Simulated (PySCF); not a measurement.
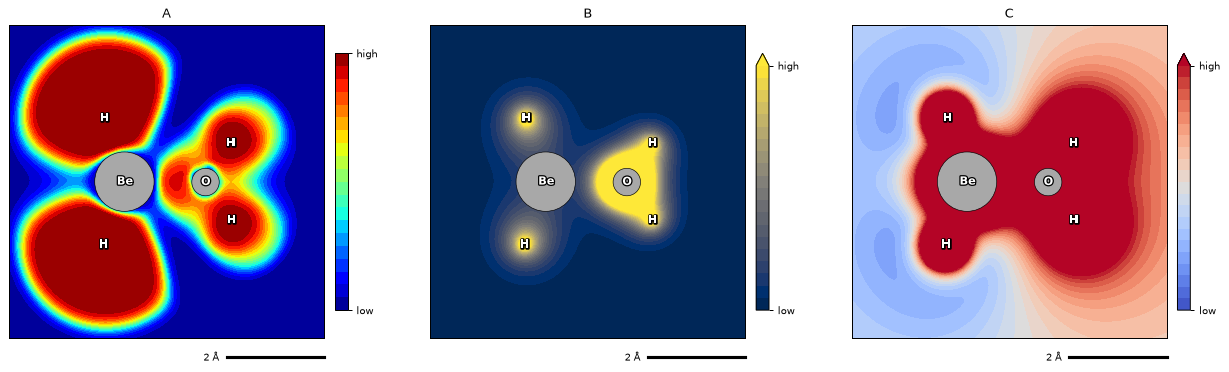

BeH$_{4}$O: 3 fields on the molecular plane, with unlabelled colour scales. Grey discs cover the atomic cores.

Geometry: PBE0-D3(BJ)/def2-TZVPD.

Theory: wB97M-D3(BJ)/def2-TZVPD, SCF density, gas phase (PySCF 2.14.0).

**Which field does each panel show? The fields are: electron density, electron localisation function and electrostatic potential.**

Panel A: electron localisation function. Panel B: electron density. Panel C: electrostatic potential (strongly positive close to the atoms, with negative regions outside electron-rich atoms). From the grid: Be–O (1.67 Å): ρ at the midpoint is about 0.79 e/Å³; the ELF peaks at about 0.90 in the valence shell of O, 0.6 Å from its nucleus, and is about 0.85 at the midpoint. O–H (0.96 Å): the density is about 3.9 e/Å³ at the midpoint; the ELF climbs to about 1 towards the hydrogen, as it does in any bond to H (an ordinary covalent bond to hydrogen).
